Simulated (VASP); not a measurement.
Band structure of Fe3Ge (space group Fm-3m). Method: LDA (Ceperley-Alder, Perdew-Zunger), VASP's LDA PAW potentials (set 64) (plane waves; VASP 6.6.1).

The run has a spin-polarised start.

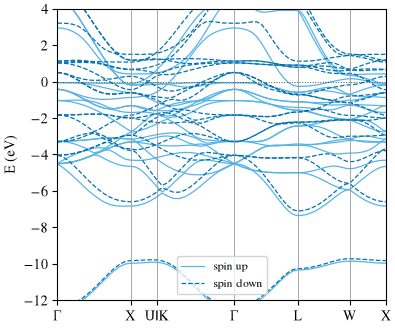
*Bands along high-symmetry lines, zero at the valence-band maximum or, without a gap, the Fermi level*

**Question.** Read the plot: is there a gap, and where are the band edges?

**Answer.** It has no gap at this level: it comes out as a metal or semimetal. (Edges off the drawn lines would not show.)

The structure comes from a computed database's Fe3Ge entry (Fm-3m); how it stands against other phases isn't given here. It was relaxed first, which changed the volume by -9 %.
